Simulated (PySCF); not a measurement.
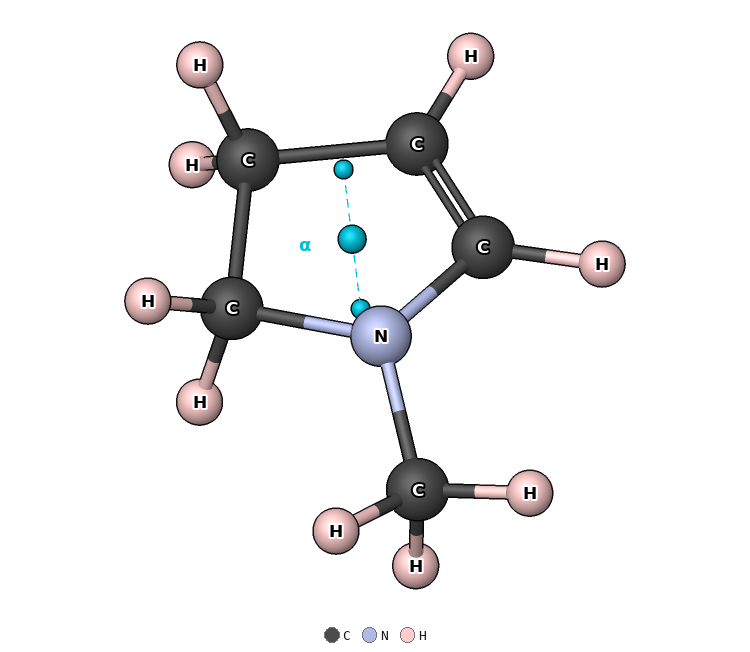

The small points mark where nucleus-independent chemical shifts (NICS) were computed: at the centre of each lettered ring and 1 Å above and below it. Computed geometry: GFN2-xTB optimisation. No frequency run is at hand to confirm it as a minimum. Properties computed with GIAO PBE0/pcSseg-1 NMR shielding, non-relativistic, gas phase (PySCF 2.14.0).

Give NICS(0), NICS(1) and the out-of-plane component NICS(1)zz for each ring (means of the two sides).

```csv
ring,members,NICS(0),NICS(1),NICS(1)zz
α,C4N,−4.1,−2.5,−1.6
```

Values in ppm.

> What do the values say about the ring currents?

Ring α: weak, as in a non-aromatic ring. NICS is one index among several.
